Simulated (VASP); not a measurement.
```xyz
6
Lattice="3.4461 0.0000 0.0000 0.0000 3.4461 0.0000 0.0000 0.0000 3.4461" Properties=species:S:1:pos:R:3 pbc="T T T"
Al    0.0000    0.0000    0.0000
H     0.9731    0.9731    0.9731
H     2.4729    2.4729    0.9731
H     2.4729    0.9731    2.4729
H     0.9731    2.4729    2.4729
H     1.7230    1.7230    1.7230
```

Space group P-43m; a generated structure, not necessarily the stable one.

All numbers below come from Kohn-Sham DFT of a periodic cell, PBE, VASP PAW PBE potentials, recommended (VASP 6.6.1).

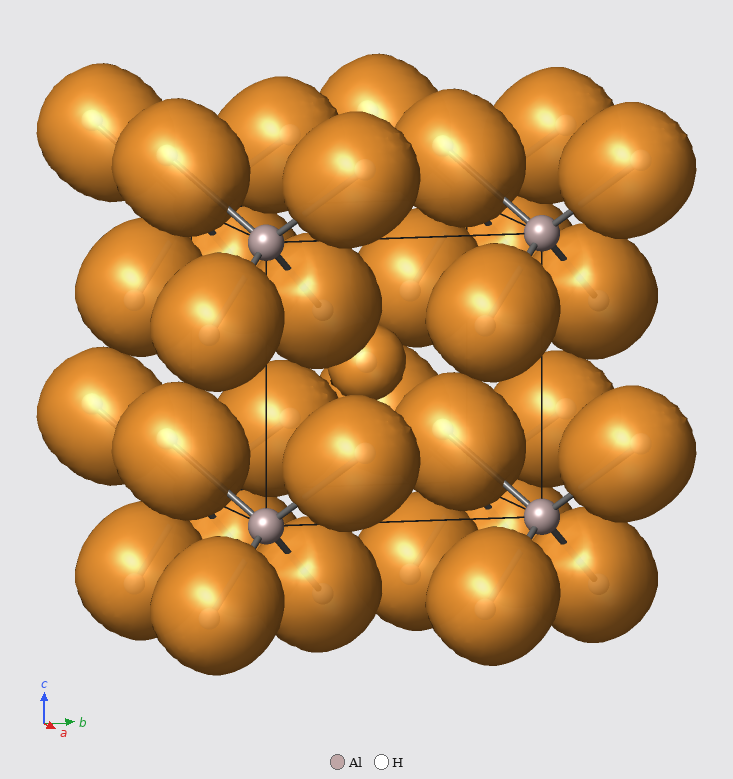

AlH$_{5}$. Isosurface of the ELF at 0.75 (orange), seen slightly off an axis. Only the valence region is drawn (cores and ρ < 0.01 e/Å³ removed). Sticks mark near contacts.

Identify the bonds, lone pairs and shells in this picture.

The ELF exceeds this value in five regions around hydrogen nuclei, counted in one cell of 6 atoms. Any copies at cell faces, edges or corners count once. Profiles from the grid: Al–H (1.69 Å): the ELF climbs to about 1 towards the hydrogen.
